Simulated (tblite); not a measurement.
Geometry relaxation of C4H11AlOSi (part 2 of 2)

Continued. System: C4H11AlOSi. Method: GFN2-xTB geometry optimisation, gas phase (tblite 0.8.0). It belongs to a series of runs on one base structure; here: ring closed by a new Al-C bond.

**Trajectory as extended XYZ, continued**
```
18
Properties=species:S:1:pos:R:3:forces:R:3 step=104 energy=-572.22528
C     1.5895    1.1821    0.7678    0.0020   0.0030   0.0060
O     1.1379    0.0090    0.1259    0.0070   0.0000  -0.0060
Si    2.0721   -0.7037   -1.0533   -0.0230   0.0150   0.0000
Al   -0.6196   -0.4115    0.9492    0.0140  -0.0030  -0.0120
C    -1.8570    1.0584    0.4557    0.0070   0.0020  -0.0060
C    -2.4848    0.1562   -0.3210    0.0140   0.0140  -0.0140
C    -1.8893   -1.2393   -0.3658    0.0100  -0.0040   0.0020
H     2.6122    1.0597    1.1276   -0.0190  -0.0120   0.0100
H     0.9210    1.3650    1.6134   -0.0010   0.0090   0.0110
H     1.5446    2.0343    0.0878   -0.0020  -0.0150  -0.0050
H     2.1485    0.2508   -2.1615   -0.0030  -0.0220   0.0080
H     1.3465   -1.9324   -1.3098   -0.0110   0.0270  -0.0090
H     3.3941   -0.8907   -0.4510    0.0080  -0.0080  -0.0100
H     0.0303   -0.8611    2.2995    0.0060   0.0020   0.0150
H    -2.2548    2.0675    0.5272   -0.0190   0.0040   0.0030
H    -3.3633    0.3645   -0.9266   -0.0100   0.0030   0.0040
H    -2.6150   -1.9613    0.0305    0.0000   0.0070   0.0090
H    -1.7217   -1.5410   -1.4071    0.0190  -0.0210  -0.0060
18
Properties=species:S:1:pos:R:3:forces:R:3 step=119 energy=-572.22841
C     1.5927    1.1636    0.7885    0.0210   0.0020  -0.0050
O     1.1363   -0.0038    0.1404   -0.0170   0.0320   0.0000
Si    2.0392   -0.6938   -1.0753    0.0050  -0.0120   0.0130
Al   -0.6157   -0.3901    0.9663    0.0050  -0.0080   0.0150
C    -1.8516    1.0677    0.4378   -0.0180  -0.0040  -0.0130
C    -2.4589    0.1510   -0.3386   -0.0210  -0.0110  -0.0010
C    -1.8569   -1.2437   -0.3533   -0.0210  -0.0160  -0.0010
H     2.6077    1.0279    1.1645   -0.0030  -0.0090  -0.0030
H     0.9150    1.3544    1.6255   -0.0010   0.0110   0.0050
H     1.5664    2.0151    0.1071    0.0110  -0.0030   0.0040
H     2.1086    0.2827   -2.1630   -0.0070   0.0010  -0.0040
H     1.2896   -1.9040   -1.3513    0.0090   0.0270   0.0010
H     3.3710   -0.9067   -0.5024   -0.0040  -0.0120  -0.0120
H     0.0153   -0.8001    2.3356    0.0170  -0.0180   0.0310
H    -2.2686    2.0701    0.4998    0.0090  -0.0040  -0.0140
H    -3.3389    0.3395   -0.9483    0.0010   0.0160  -0.0170
H    -2.5945   -1.9561    0.0392    0.0170  -0.0010   0.0100
H    -1.6654   -1.5676   -1.3841   -0.0020   0.0100  -0.0080
18
Properties=species:S:1:pos:R:3:forces:R:3 step=134 energy=-572.23164
C     1.6126    1.1660    0.8021   -0.0140  -0.0040   0.0220
O     1.1213    0.0186    0.1451   -0.0070   0.0010  -0.0030
Si    1.9960   -0.6753   -1.0892   -0.0150   0.0000  -0.0040
Al   -0.6194   -0.3794    0.9954    0.0080  -0.0020   0.0100
C    -1.8629    1.0618    0.4292    0.0030  -0.0140  -0.0140
C    -2.4450    0.1322   -0.3512   -0.0110  -0.0110   0.0000
C    -1.8362   -1.2598   -0.3351   -0.0120   0.0110  -0.0040
H     2.6049    0.9776    1.2149   -0.0050   0.0210  -0.0090
H     0.9163    1.3953    1.6145    0.0130   0.0020  -0.0010
H     1.6520    2.0149    0.1176    0.0220  -0.0180   0.0060
H     2.0827    0.3257   -2.1525    0.0090   0.0100  -0.0070
H     1.2046   -1.8499   -1.3921   -0.0010  -0.0020   0.0000
H     3.3233   -0.9560   -0.5389    0.0100   0.0040   0.0020
H     0.0291   -0.7780    2.3667   -0.0160   0.0060  -0.0230
H    -2.2842    2.0641    0.4605    0.0160  -0.0130   0.0080
H    -3.3044    0.3148   -0.9915   -0.0050  -0.0040  -0.0050
H    -2.5735   -1.9746    0.0534    0.0020   0.0130   0.0040
H    -1.6260   -1.5915   -1.3604    0.0020   0.0000   0.0190
18
Properties=species:S:1:pos:R:3:forces:R:3 step=149 energy=-572.23267
C     1.6292    1.1539    0.8235   -0.0110   0.0150   0.0060
O     1.1220    0.0178    0.1599    0.0020  -0.0030  -0.0160
Si    1.9749   -0.6524   -1.1023    0.0030  -0.0090  -0.0060
Al   -0.6235   -0.3767    0.9999   -0.0130  -0.0020  -0.0040
C    -1.8557    1.0601    0.4002    0.0080  -0.0030  -0.0010
C    -2.4395    0.1232   -0.3700    0.0130  -0.0040  -0.0060
C    -1.8401   -1.2715   -0.3224   -0.0030  -0.0040   0.0020
H     2.6201    0.9523    1.2324    0.0050  -0.0040   0.0040
H     0.9388    1.3886    1.6381   -0.0050   0.0060   0.0120
H     1.6820    2.0049    0.1430    0.0050   0.0030   0.0030
H     2.0481    0.3639   -2.1537   -0.0090  -0.0090   0.0080
H     1.1812   -1.8272   -1.3996    0.0100   0.0070  -0.0110
H     3.3131   -0.9300   -0.5763    0.0090  -0.0060  -0.0020
H     0.0101   -0.7657    2.3793   -0.0050   0.0050  -0.0110
H    -2.2667    2.0666    0.4148   -0.0020   0.0010   0.0000
H    -3.2908    0.3019   -1.0226    0.0040  -0.0080   0.0060
H    -2.5836   -1.9708    0.0813   -0.0040   0.0000   0.0120
H    -1.6283   -1.6327   -1.3370   -0.0060   0.0140   0.0030
18
Properties=species:S:1:pos:R:3:forces:R:3 step=164 energy=-572.23340
C     1.6327    1.1442    0.8434   -0.0020  -0.0030  -0.0020
O     1.1274    0.0151    0.1648   -0.0060   0.0000  -0.0010
Si    1.9711   -0.6335   -1.1150    0.0060   0.0020   0.0030
Al   -0.6232   -0.3777    0.9963    0.0000  -0.0010  -0.0050
C    -1.8391    1.0619    0.3728    0.0010   0.0010   0.0020
C    -2.4306    0.1182   -0.3832   -0.0010   0.0030   0.0000
C    -1.8497   -1.2824   -0.3079    0.0070  -0.0010   0.0070
H     2.6155    0.9315    1.2662    0.0040  -0.0020  -0.0010
H     0.9323    1.3798    1.6496   -0.0040  -0.0040   0.0020
H     1.7026    1.9991    0.1696    0.0050   0.0010  -0.0010
H     2.0216    0.3974   -2.1521    0.0040   0.0040  -0.0020
H     1.1852   -1.8088   -1.4281   -0.0040  -0.0020   0.0010
H     3.3167   -0.9125   -0.6082    0.0030   0.0000   0.0000
H    -0.0010   -0.7608    2.3811    0.0020   0.0020   0.0010
H    -2.2396    2.0727    0.3702   -0.0040  -0.0010  -0.0040
H    -3.2766    0.2939   -1.0430   -0.0060   0.0030   0.0010
H    -2.5968   -1.9594    0.1266   -0.0030  -0.0040   0.0000
H    -1.6574   -1.6723   -1.3149   -0.0010   0.0000  -0.0010
```

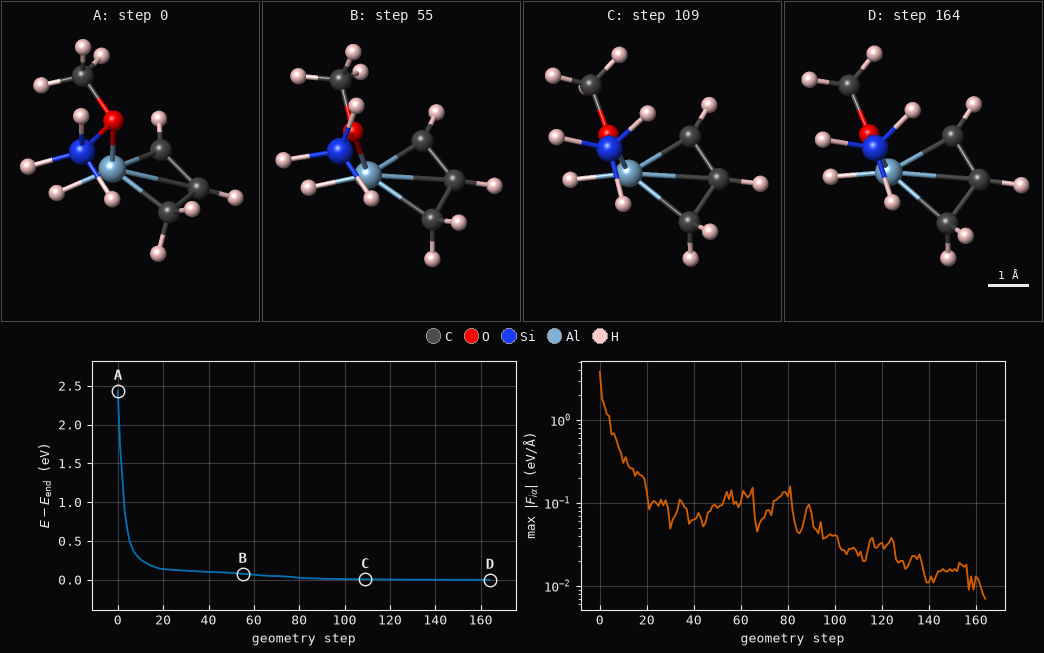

Figure 1. Frames of the relaxation (ball-and-stick view, seen at a tilt) above the curves, on which the letters mark them (steps are counted from 0).

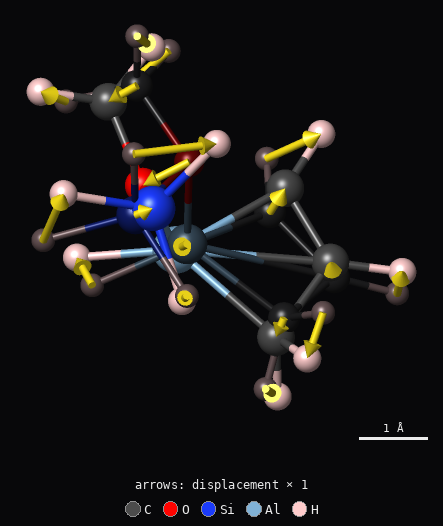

Figure 2. Start (faint) and end (solid) with the displacements as yellow arrows, at true length (ball-and-stick view, seen at a tilt). The two geometries are laid on each other by the best rigid fit. After 164 geometry steps the energy has fallen by 2.437 eV. The largest force component goes from 3.8 to 0.007 eV/Å. H11 moves most after the best rigid fit: 1.33 Å. By element the largest moves are H 1.33 Å, O 0.79 Å, C 0.54 Å, Al 0.46 Å, Si 0.31 Å. Among the contacts that change: Al4–C6 2.525 → 2.327 Å, Al4–C7 1.819 → 2.006 Å, O2–Al4 1.853 → 1.977 Å, O2–Si3 1.745 → 1.664 Å. Among the angles that change: Si3–O2–Al4 105.5° → 134.0°, C6–Al4–H14 124.1° → 152.3°, O2–Al4–H14 118.6° → 93.9°. (Atoms are counted from 1 in the order of the input.)

This output came from the following input.

**Input**
```
{"job": {"kind": "relax", "xc": "GFN2-xTB", "basis": "xTB"}, "charge": 0, "multiplicity": 1}
C      1.563800     1.451700     0.347600
O      0.873700     0.490600    -0.440000
Si     2.014000    -0.763400    -0.853600
Al    -0.419700    -0.338600     0.596000
C     -2.025500     0.745900     0.780200
C     -2.830000     0.001800    -0.073300
C     -1.772000    -1.030300    -0.404700
H      2.027400     1.039000     1.277100
H      0.856200     2.260200     0.646800
H      2.340900     1.953200    -0.251800
H      3.081600    -0.186900    -1.675300
H      1.326100    -1.799800    -1.652500
H      2.589500    -1.366100     0.358000
H      0.047200    -1.155900     1.898600
H     -2.201700     1.659000     1.349800
H     -3.858100     0.116000    -0.377200
H     -2.084000    -2.037600    -0.051200
H     -1.538400    -1.032700    -1.486000
```

The first line tells a small driver script what to run in tblite; the rest is the geometry in Å.

Launched with:
```bash
OMP_NUM_THREADS=1 python <driver script> task.json out
```

**Results in brief**

- outcome: converged
- total energy: −572.2334 eV
- hardware: 1 CPU thread, shared host
- wall time: 2.1 s
- peak memory: 0.18 GiB
